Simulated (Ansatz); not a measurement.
# r2SCAN0/cc-pVDZ run of CH5BO2 (SMILES COBO)

Aim: the electronic atomisation energy of CH5BO2 at r2SCAN0/cc-pVDZ, from 5 runs. 

Program for the calculation: Ansatz 0.2.0.

70 further runs of the same task are left out: 70 set aside as unsound or not needed.

### Step 1. The molecule

CH5BO2: 9 atoms, total charge 0, spin state singlet. SMILES: `COBO`. Geometry: relaxed at PBE0-D4/def2-TZVP. This is one conformer, not always the lowest.

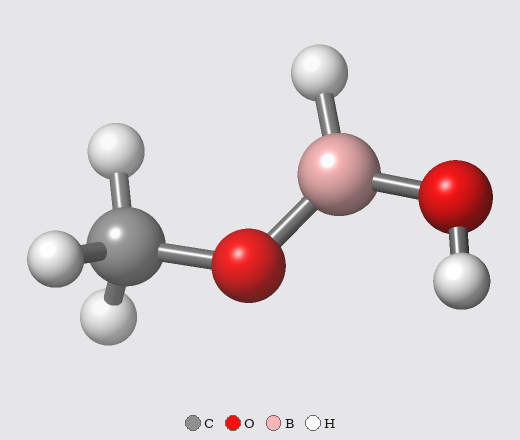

Viewed from a chosen angle; carbon grey, oxygen red, boron pink, hydrogen white.

### Step 2. A single-point energy at r2SCAN0/cc-pVDZ

Contents of run.yaml:

```yaml
basis:
  gaussian: {orbitals: cc-pVDZ}
crystal:
  periodic: [false, false, false]
  atoms:
    - {symbol: C, position_ang: [0.281800, 0.801900, -1.057400]}
    - {symbol: O, position_ang: [-0.113500, 0.454800, 0.251000]}
    - {symbol: B, position_ang: [-0.134900, -0.834100, 0.671600]}
    - {symbol: O, position_ang: [-0.524600, -1.118500, 1.938500]}
    - {symbol: H, position_ang: [0.568100, -0.079800, -1.637600]}
    - {symbol: H, position_ang: [1.131400, 1.486400, -1.006200]}
    - {symbol: H, position_ang: [-0.544800, 1.307500, -1.561700]}
    - {symbol: H, position_ang: [0.183900, -1.738400, -0.047600]}
    - {symbol: H, position_ang: [-0.758900, -0.326300, 2.432200]}
accuracy: high
output: {orbitals: {seedname: orbitals}}
hamiltonian: {xc: {name: r2SCAN0}}
```

On the command line:

```bash
$ ansatz run run.yaml --threads 1 --pin off --max-ram 3480MiB --events-out events.jsonl --progress --plain --runs-dir runs
```

Standard output:

```text
Warning: RAYON_NUM_THREADS=1 ignored (pool sized by the plan → 1); use --threads N
Functional definition: r2SCAN0
  name "r2SCAN0"
  parameter a = 0.25
  parameter k0 = 0.174
  parameter k1 = 0.065
  parameter a1 = 4.9479
  exchange = (1 - a)*r2scan_x(k0 = k0, k1 = k1, a1 = a1) + a*exact_x
  correlation = r2scan_c
1902 factors; integrals over basis functions are off by at most 5.7e-9 eV
mean field evaluation 1: about -5883.1037 eV, gradient 5.0e1 eV
mean field evaluation 2: about -5881.3847 eV, gradient 5.9e1 eV
mean field evaluation 4: about -5887.6211 eV, gradient 1.3e0 eV
mean field evaluation 8: about -5887.6246 eV, gradient 3.0e-2 eV
mean field evaluation 16: about -5887.6246 eV, gradient 3.3e-7 eV
mean field -5887.62459865 eV, -216.3662132251 hartree, gradient 5.2e-8 eV, S^2 0.000000; 0 other end points of the search recorded, 0 dependent functions left out
reference -5887.62459923 eV, -216.3662132464 hartree; 16, 16 occupied and 65, 65 virtual orbitals, 1902 factors
Total energy: -5887.62459923 eV, -216.3662132464 hartree
```

It took 8.4 s on 1 thread of Arm Neoverse V2, shared host; peak memory 0.29 GiB.

### Step 3. The B atom, same level

Contents of in.yaml:

```yaml
crystal:
  periodic: [false, false, false]
  atoms:
    - symbol: B
      position_ang: [0.000000, 0.000000, 0.000000]
basis:
  gaussian: {orbitals: cc-pVDZ}
accuracy: high
hamiltonian: {xc: {name: r2SCAN0}}
magnetization: {spin_polarized: true, initial_magnetization: 1}
```

Run the same way, it converges to -24.63655 Eh (log not shown).

### Step 4. The C atom at the same level

Contents of run.yaml:

```yaml
crystal:
  periodic: [false, false, false]
  atoms:
    - {symbol: C, position_ang: [0.000000, 0.000000, 0.000000]}
basis:
  gaussian:
    orbitals: cc-pVDZ
hamiltonian:
  xc: {name: r2SCAN0}
magnetization:
  spin_polarized: true
  initial_magnetization: 2
accuracy: high
```

Run the same way, it converges to -37.82786 Eh (log not shown).

### Step 5. The H atom

Contents of input.yaml:

```yaml
crystal:
  periodic: [false, false, false]
  atoms:
    - {symbol: H, position_ang: [0.000000, 0.000000, 0.000000]}
basis:
  gaussian: {orbitals: cc-pVDZ}
magnetization: {spin_polarized: true, initial_magnetization: 1}
hamiltonian: {xc: {name: r2SCAN0}}
accuracy: high
```

On the command line:

```bash
$ ansatz run input.yaml --threads 1 --pin off --max-ram 3480MiB --events-out events.jsonl --progress --plain --runs-dir runs
```

Standard output (excerpt; [...] marks lines left out):

```text
Warning: RAYON_NUM_THREADS=1 ignored (pool sized by the plan → 1); use --threads N
[... 8 set-up lines as earlier in the session ...]
15 factors; integrals over basis functions are off by at most 4.6e-8 eV
mean field evaluation 1: about -13.5812 eV, gradient 5.2e-1 eV
mean field evaluation 2: about -13.5847 eV, gradient 5.9e-2 eV
mean field evaluation 4: about -13.5846 eV, gradient 1.2e-5 eV
mean field evaluation 8: about -13.5846 eV, gradient 5.0e-11 eV
mean field -13.58462898 eV, -0.4992259069 hartree, gradient 5.0e-10 eV, S^2 0.750000; 0 other end points of the search recorded, 0 dependent functions left out
reference -13.58462964 eV, -0.4992259312 hartree; 1, 0 occupied and 4, 5 virtual orbitals, 15 factors
Total energy: -13.58462964 eV, -0.4992259312 hartree
```

It took 0.36 s on 1 thread of Arm Neoverse V2, shared host.

### Step 6. The O atom

Contents of job.yaml:

```yaml
crystal:
  periodic: [false, false, false]
  atoms:
    - {symbol: O, position_ang: [0.000000, 0.000000, 0.000000]}
basis:
  gaussian: {orbitals: cc-pVDZ}
magnetization: {spin_polarized: true, initial_magnetization: 2}
hamiltonian: {xc: {name: r2SCAN0}}
accuracy: high
```

Run the same way, it converges to -75.03134 Eh (log not shown).

### Step 7. What came out

Level: r2SCAN0/cc-pVDZ.

| quantity | value |
| --- | --- |
| molecule: total energy | -216.36621 Eh |
| molecule: HOMO energy | -8.65 eV |
| molecule: LUMO energy | 1.69 eV |
| molecule: HOMO–LUMO gap | 10.34 eV |
| B atom: total energy | -24.63655 Eh |
| B atom: ⟨S²⟩ | 0.756 |
| C atom: total energy | -37.82786 Eh |
| C atom: ⟨S²⟩ | 2.005 |
| H atom: total energy | -0.49923 Eh |
| H atom: ⟨S²⟩ | 0.750 |
| O atom: total energy | -75.03134 Eh |
| O atom: ⟨S²⟩ | 2.003 |
| electronic atomisation energy | 36.545 eV |

Taking the molecule apart into free atoms costs 36.54 eV (843 kcal/mol), before zero-point energy and without spin-orbit coupling.
